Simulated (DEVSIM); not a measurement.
System: W/Si3N4/p-Ge capacitor, at 300 K.

```csv
layer (left to right),material,thickness (nm),Na (cm⁻³)
1,Si3N4,3.80,-
2,Ge,1100,2.8e17
```

Metal gate on the left, work function 4.6 eV. Fixed charge at the semiconductor interface -2.1e10 cm⁻² (in units of +e); no interface traps.

This is a model device: material constants are rounded textbook-type values typed into the input, and sizes, dopings and lifetimes were drawn at random. Values at 300 K.

| parameter | Si3N4 | Ge |
|---|---|---|
| gap (eV) | 5.1 | 0.664 |
| affinity (eV) | 2.1 | 4 |
| permittivity | 7.5 | 16 |
| Nc (cm⁻³) | - | 1.04e19 |
| Nv (cm⁻³) | - | 6e18 |

Simulated with DEVSIM: 1D Poisson equation in equilibrium, Boltzmann statistics, complete ionisation; no quantum confinement or tunnelling. Metal contacts follow the ideal Schottky-Mott rule: no Fermi-level pinning, no interface dipoles.

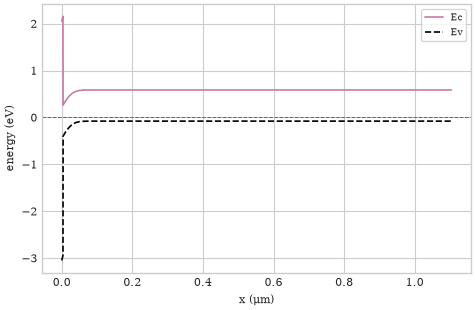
Band edges at 0.45 V on the gate

Energies count from the Fermi level of the right contact; mesh points crowd at the junctions.

```tsv
x (μm)	Ec (eV)	Ev (eV)	n (cm⁻³)	p (cm⁻³)	field (V/cm)
0.000	2.050	-3.050	< 1e2	< 1e2	300000
0.0008535	2.075	-3.025	< 1e2	< 1e2	300000
0.001900	2.107	-2.994	< 1e2	< 1e2	300000
0.003027	2.140	-2.960	< 1e2	< 1e2	300000
0.004111	0.267	-0.397	3.4e14	1.3e12	140000
0.005439	0.285	-0.379	1.7e14	2.6e12	130000
0.008148	0.319	-0.345	4.5e13	9.8e12	120000
0.01548	0.401	-0.263	1.9e12	2.3e14	100000
0.02789	0.501	-0.163	4.0e10	1.1e16	61000
0.05067	0.574	-0.090	2.4e9	1.9e17	11000
0.09397	0.585	-0.079	1.6e9	2.8e17	110
0.2227	0.585	-0.079	1.6e9	2.8e17	≈ 0
0.4212	0.585	-0.079	1.6e9	2.8e17	≈ 0
0.7120	0.585	-0.079	1.6e9	2.8e17	≈ 0
0.9419	0.585	-0.079	1.6e9	2.8e17	≈ 0
1.019	0.585	-0.079	1.6e9	2.8e17	≈ 0
1.060	0.585	-0.079	1.6e9	2.8e17	≈ 0
1.081	0.585	-0.079	1.6e9	2.8e17	≈ 0
1.095	0.585	-0.079	1.6e9	2.8e17	≈ 0
1.100	0.585	-0.079	1.6e9	2.8e17	≈ 0
1.102	0.585	-0.079	1.6e9	2.8e17	≈ 0
1.104	0.585	-0.079	1.6e9	2.8e17	≈ 0
```
